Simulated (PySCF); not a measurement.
# SiF2: triplet, from a linear start

Aim: relax SiF2 as a triplet from a linear start, check by its vibrations whether the end is a minimum, and collect its spectrum and constants.

Method: PBE, basis Si def2-TZVP, F def2-TZVP, no relativity, density fitting; program: PySCF 2.14.0.

## 1. Where the work starts

3 atoms, charge 0, spin multiplicity 3.

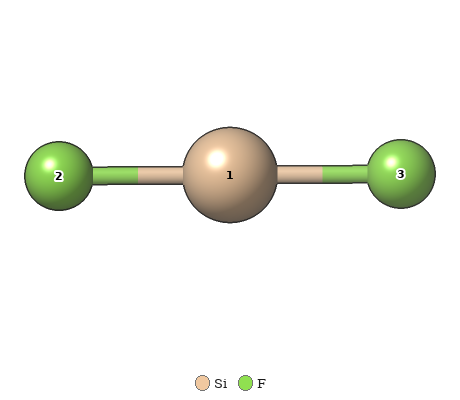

The starting geometry (silicon light orange, fluorine green); atoms are numbered from 1 in the order of the file.

Coordinates in bohr (charge 0 multiplicity 3):
```
Si    0.0000    0.0000    0.0000
F     0.0000    0.0000    3.4015
F     0.0000    0.0000   -3.4015
```

## 2. The SCF at the typed geometry

The steps below are one call of a driver around PySCF. For each, scf.py gives the equivalent set-up of the SCF; relaxations use the driver's own optimiser. After this first run the driver tries any further starts and a stability analysis.

scf.py reads:

```python
from pyscf import gto, scf, dft
mol = gto.M(atom='''
Si     0.000000     0.000000     0.000000
F      0.000000     0.000000     1.800000
F      0.000000     0.000000    -1.800000''',
    basis={'Si': 'def2-TZVP', 'F': 'def2-TZVP'},
    charge=0, spin=2)
mf = dft.UKS(mol, xc='PBE')
mf.grids.atom_grid = (50, 194)
aux = {'Si': 'def2-universal-JKFIT', 'F': 'def2-universal-JKFIT'}
mf = mf.density_fit(auxbasis=aux)
mf.conv_tol = 1e-08
mf.diis_space = 10
mf.max_cycle = 60
mf.init_guess = 'minao'
mf.verbose = 4
mf.kernel()
```

Launch:

```
> OMP_NUM_THREADS=4 python axn.py task.json out
```

The log of the run:

```text
init E= -488.907170588344
[... the frontier-level lines of each cycle are left out ...]
cycle= 1 E= -488.74371570086  delta_E= 0.163  |g|= 0.611  |ddm|= 1.28
cycle= 2 E= -486.943635303723  delta_E=  1.8  |g|= 2.25  |ddm|= 1.63
cycle= 3 E= -488.884948338323  delta_E= -1.94  |g|= 0.0649  |ddm|= 1.38
cycle= 4 E= -488.885162910893  delta_E= -0.000215  |g|= 0.0415  |ddm|= 0.042
cycle= 5 E= -488.885844279043  delta_E= -0.000681  |g|= 0.00445  |ddm|= 0.0237
cycle= 6 E= -488.885849354671  delta_E= -5.08e-06  |g|= 0.00157  |ddm|= 0.00446
cycle= 7 E= -488.885850518278  delta_E= -1.16e-06  |g|= 0.00019  |ddm|= 0.00197
cycle= 8 E= -488.885850537897  delta_E= -1.96e-08  |g|= 5.26e-05  |ddm|= 0.000347
cycle= 9 E= -488.885850539367  delta_E= -1.47e-09  |g|= 1.04e-05  |ddm|= 0.000132
Extra cycle  E= -488.885850539583  delta_E= -2.16e-10  |g|= 9.99e-06  |ddm|= 0.000135
converged SCF energy = -488.885850539583  <S^2> = 2.0047925  2S+1 = 3.0031933
```

This step, with its further starts and checks, took 5 s on 4 threads of Arm Neoverse V1, shared host.

Energies from each starting density:

```tsv
start	energy (Eh)
the minimal-basis guess	-488.885851
a thermally smeared density	-488.885852
a smeared PBE density	-488.885851
```

No lower solution of this spin turned up from the other starts or in the test of internal stability.

## 3. Linear start, triplet: relaxation

The program finds D∞h symmetry in the start, which this walk keeps.

scf.py, as its differences from that of step 2:

```diff
@@ -15 +14,0 @@
-mf.init_guess = 'minao'
```

Steps of the walk:

```tsv
step	energy (Eh)	change (kJ/mol)	largest symmetric gradient (Eh/bohr)
0	-488.885852	0.00	0.04745
1	-488.900953	-39.65	0.01182
2	-488.901368	-40.74	0.00727
3	-488.901562	-41.25	0.00055
4	-488.901563	-41.25	0.00003
```

The walk took 3.6 s.

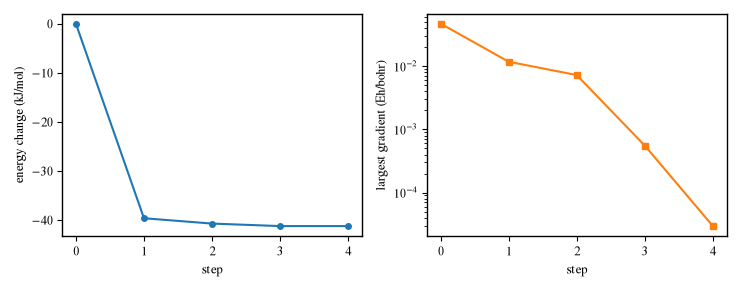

Energy and largest gradient along the walk.

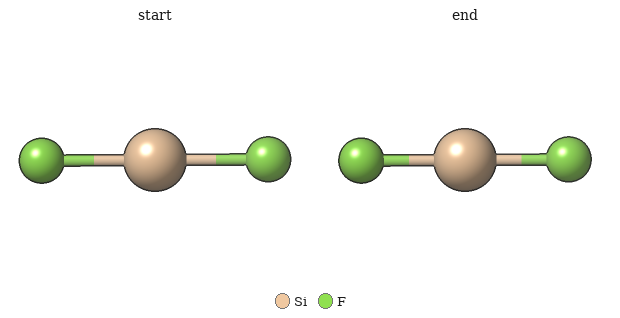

Start and end of the relaxation.

After 4 steps and 41.2 kJ/mol it ends at D∞h: Si–F 1.648 Å (×2); F–Si–F 180.0°.

## 4. Hessian and properties

On the finer grid the gradient is checked again; gradients at displacements of ±0.02 bohr then give force constants and infrared intensities.

scf.py, as its differences from that of step 3:

```diff
@@ -4,2 +4,2 @@
-F      0.000000     0.000000     1.800000
-F      0.000000     0.000000    -1.800000''',
+F      0.000000     0.000000     1.648478
+F     -0.000000     0.000000    -1.648478''',
@@ -9 +9 @@
-mf.grids.atom_grid = (50, 194)
+mf.grids.atom_grid = (75, 302)
@@ -12 +12 @@
-mf.conv_tol = 1e-08
+mf.conv_tol = 1e-10
```

This SCF starts from the last density.

Log of the central SCF (cycles and frontier levels):

```text
init E= -488.901486703592
[... the frontier-level lines of each cycle are left out ...]
cycle= 1 E= -488.901486703598  delta_E= -5.57e-12  |g|= 2.3e-06  |ddm|= 2.91e-05
Extra cycle  E= -488.901486703599  delta_E= -7.96e-13  |g|= 4.81e-06  |ddm|= 3.88e-05
converged SCF energy = -488.901486703599  <S^2> = 2.0042906  2S+1 = 3.0028591
```

The whole step took 16 s.

Geometry: D∞h; Si–F 1.648 Å (×2); F–Si–F 180.0°.

Harmonic modes (main isotopes):

| ω (cm⁻¹) | IR (km/mol) | μ (u) | type |
| --- | --- | --- | --- |
| 283i | 0.2 | 23.31 | bend |
| 320 | 34.1 | 23.31 | bend |
| 593 | 0.0 | 19.00 | stretch |
| 871 | 217 | 23.31 | stretch |

1 mode is imaginary, the largest at 283i cm⁻¹: a saddle point, not a minimum.

The SCF density has lower symmetry than the nuclear frame, so the modes carry no labels; pairs that should be degenerate can split.

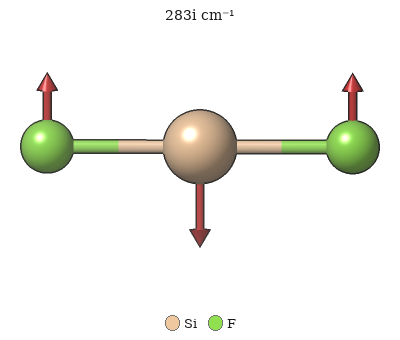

The imaginary mode, as arrows.

Properties at this point:

| Item | Value |
| --- | --- |
| Dipole moment | 0.00 D |
| Highest occupied level | -4.00 eV |
| Lowest empty level | -5.36 eV |
| Rotational constants | 0.1633 cm⁻¹ |
| Zero-point energy (real modes) | 10.7 kJ/mol |
| Principal polarisabilities | 23.8, 27.5, 32.1 bohr³ |
| Atomisation energy without zero-point energy | 894 kJ/mol |
| Principal traceless quadrupole moments about the centre of mass | -4.92, -0.57, 5.49 D Å |
| Spin squared ⟨S²⟩ | 2.004 |

Populations by atom (charges in e):

```json
{"atom": "Si1", "Mulliken": "0.38", "Löwdin": "0.03", "polar tensor": "0.86", "spin (Mulliken)": "1.76", "Mayer order to Si1": "–"}
{"atom": "F2,3", "Mulliken": "-0.19", "Löwdin": "-0.02", "polar tensor": "-0.43", "spin (Mulliken)": "0.12", "Mayer order to Si1": "1.17"}
```

Mulliken populations on Si1: s 5.37, p 7.77, d 0.39, f 0.09.

## 5. Leaving the saddle point

The start is the last point, displaced along its most imaginary mode.

The program finds C2v symmetry in the start, which this walk keeps.

scf.py, as its differences from that of step 4:

```diff
@@ -3,3 +3,3 @@
-Si     0.000000     0.000000     0.000000
-F      0.000000     0.000000     1.648478
-F     -0.000000     0.000000    -1.648478''',
+Si    -0.120000    -0.000086    -0.000000
+F      0.088356     0.000063     1.648478
+F      0.088356     0.000063    -1.648478''',
@@ -9 +9 @@
-mf.grids.atom_grid = (75, 302)
+mf.grids.atom_grid = (50, 194)
@@ -12 +12 @@
-mf.conv_tol = 1e-10
+mf.conv_tol = 1e-08
```

Energy and gradient, step by step:

```tsv
step	energy (Eh)	change (kJ/mol)	largest symmetric gradient (Eh/bohr)
0	-488.904682	0.00	0.01377
1	-488.910359	-14.90	0.01892
2	-488.917721	-34.24	0.01888
3	-488.921125	-43.17	0.04594
4	-488.927929	-61.04	0.01213
5	-488.929227	-64.44	0.00408
6	-488.929468	-65.08	0.00078
7	-488.929470	-65.08	0.00007
```

The walk took 6.3 s.

Positions (Å) and forces (eV/Å) along the way:

```
step 0
Si  -0.120   0.000   0.000  -0.708  -0.001   0.001
F    0.088   0.000   1.648   0.354   0.000  -0.463
F    0.088   0.000  -1.648   0.354   0.000   0.462
step 1
Si  -0.215   0.000   0.000  -0.973  -0.001   0.000
F    0.136   0.000   1.613   0.487   0.000  -0.442
F    0.136   0.000  -1.613   0.486   0.000   0.442
step 4
Si  -0.507   0.000   0.000   0.153   0.000   0.000
F    0.282   0.000   1.440  -0.076   0.000  -0.624
F    0.282   0.000  -1.440  -0.076   0.000   0.624
step 7
Si  -0.564   0.000   0.000  -0.003   0.000   0.000
F    0.311   0.000   1.363   0.002   0.000   0.002
F    0.311   0.000  -1.363   0.002   0.000  -0.001
```

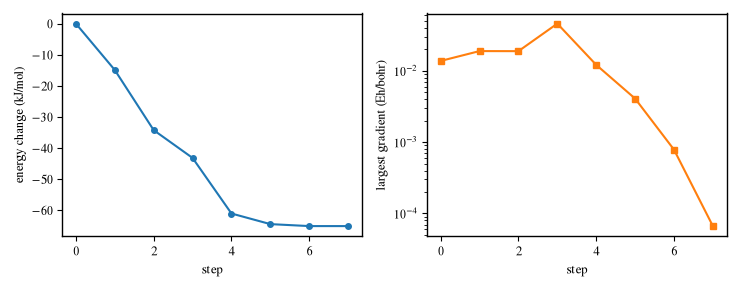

How energy and gradient fall.

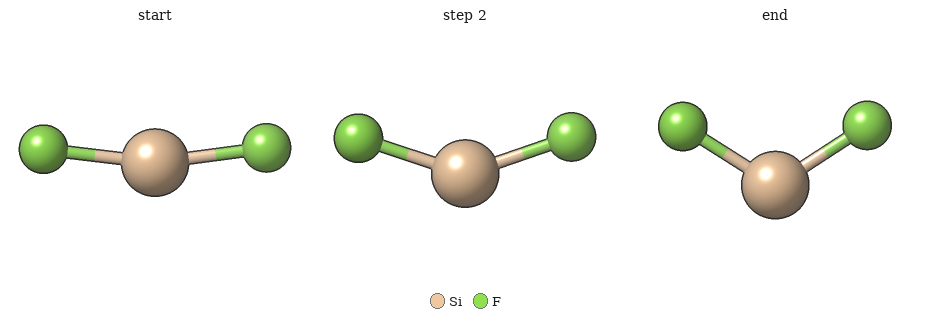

Start and end of the relaxation, with a step between.

After 7 steps and 65.1 kJ/mol it ends at C2v: Si–F 1.619 Å (×2); F–Si–F 114.6°.

## 6. Frequencies

The same treatment as at the point before.

scf.py, as its differences from that of step 5:

```diff
@@ -3,3 +3,3 @@
-Si    -0.120000    -0.000086    -0.000000
-F      0.088356     0.000063     1.648478
-F      0.088356     0.000063    -1.648478''',
+Si    -0.505880    -0.000362    -0.000000
+F      0.372000     0.000266     1.361350
+F      0.372000     0.000266    -1.361350''',
@@ -9 +9 @@
-mf.grids.atom_grid = (50, 194)
+mf.grids.atom_grid = (75, 302)
@@ -12 +12 @@
-mf.conv_tol = 1e-08
+mf.conv_tol = 1e-10
```

SCF at the final geometry:

```text
init E= -488.929608209466
[... the frontier-level lines of each cycle are left out ...]
cycle= 1 E= -488.929608209355  delta_E= 1.11e-10  |g|= 2.09e-05  |ddm|= 1.27e-05
cycle= 2 E= -488.929608208695  delta_E= 6.59e-10  |g|= 5.06e-05  |ddm|= 3.05e-05
cycle= 3 E= -488.929608209491  delta_E= -7.95e-10  |g|= 1.01e-06  |ddm|= 2.15e-05
cycle= 4 E= -488.929608209491  delta_E= -3.41e-13  |g|= 2.67e-08  |ddm|= 4.58e-07
Extra cycle  E= -488.929608209491  delta_E= 3.41e-13  |g|= 3.21e-08  |ddm|= 5.85e-08
converged SCF energy = -488.929608209491  <S^2> = 2.0014471  2S+1 = 3.0009646
```

The whole step took 14 s on 4 threads of Arm Neoverse V1, shared host.

Geometry: C2v; Si–F 1.620 Å (×2); F–Si–F 114.4°.

Modes, for the most abundant isotopes:

```tsv
symmetry	ω (cm⁻¹)	IR (km/mol)
a1	253	10.2
a1	779	56.7
b2	893	135
```

Every mode is real; the point is a minimum.

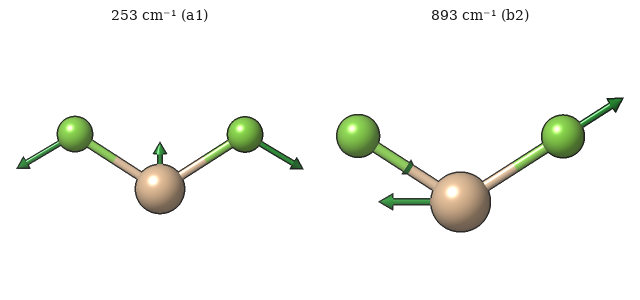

Displacements of 2 of the modes, as arrows (one member where a mode is degenerate).

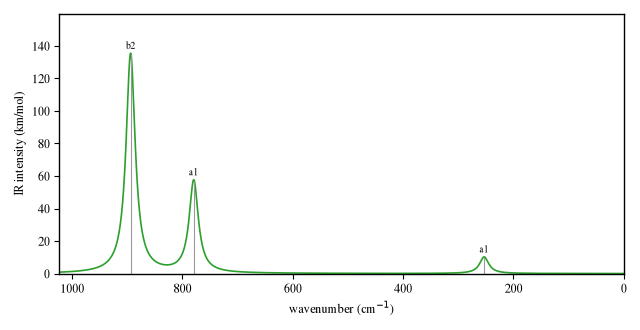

The harmonic infrared spectrum (widths in cm⁻¹). Lines are broadened to a width of 20 cm⁻¹ (Lorentzian).

Constants and moments:

* Dipole moment: 1.18 D
* Highest occupied level: -4.03 eV
* Lowest empty level: -5.91 eV
* Rotational constants: 1.358, 0.2394, 0.2035 cm⁻¹
* Zero-point energy: 11.5 kJ/mol
* Principal polarisabilities: 24.8, 26.3, 28.1 bohr³
* Atomisation energy without zero-point energy: 967 kJ/mol
* Principal traceless quadrupole moments about the centre of mass: -2.41, -0.56, 2.97 D Å
* Entropy at 298.15 K and 1 bar (electronic part: spin only): 268.2 J/(mol K)
* Heat capacity Cp at 298.15 K: 45.6 J/(mol K)
* Enthalpy at 298.15 K above 0 K: 11.55 kJ/mol
* Rotational symmetry number: 2
* Spin squared ⟨S²⟩: 2.001

Charges (e) and bond orders:

```tsv
atom	Mulliken	Löwdin	polar tensor	spin (Mulliken)	Mayer order to Si1
Si1	0.45	-0.03	0.90	1.80	–
F2,3	-0.23	0.01	-0.45	0.10	1.17
```

Mulliken populations on Si1: s 5.21, p 7.86, d 0.40, f 0.09.

## 7. All stationary points

| spin | group | bonds | imaginary modes (cm⁻¹) | ΔE (kJ/mol) | with zero-point energy |
| --- | --- | --- | --- | --- | --- |
| triplet | C2v | Si–F 1.620 Å (×2) | none | 0.0 | 0.0 |
| triplet | D∞h (density of lower symmetry) | Si–F 1.648 Å (×2) | 283i | 73.8 | – |

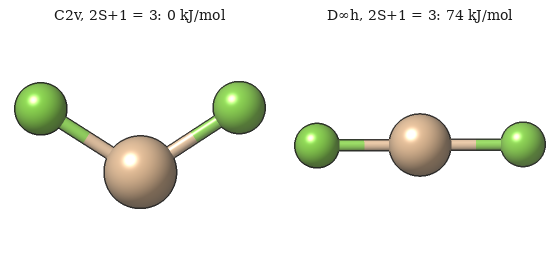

The points, lowest first (silicon light orange, fluorine green).

## 8. Results

| quantity | value |
| --- | --- |
| minimum | triplet, C2v |
| geometry | Si–F 1.620 Å (×2); F–Si–F 114.4° |
| wavenumbers (cm⁻¹) | 253 (a1), 779 (a1), 893 (b2) |
| dipole moment | 1.18 D |
| highest occupied, lowest empty level (either spin) | -4.03, -5.91 eV |
| polar-tensor charge of Si1 | +0.90 e |
| zero-point energy | 11.5 kJ/mol |
| entropy at 298.15 K | 268.2 J/(mol K) |
| atomisation energy (no zero-point energy) | 967 kJ/mol |
| ⟨S²⟩ | 2.001 |

**Reading.** The linear start (D∞h) ends in a minimum of C2v symmetry, after a stop at a saddle point 73.8 kJ/mol higher, from which it was pushed off along an imaginary mode. An empty level of one spin lies below a filled level of the other, which hints that a lower spin is more stable. The strongest infrared band lies at 893 cm⁻¹ (b2, stretch). Most of the spin sits on Si1 (Mulliken spin 1.80, against 2 for the whole molecule). Only this shape and spin were tried, so other structures or states may lie lower.

The search up to here took 45 s.
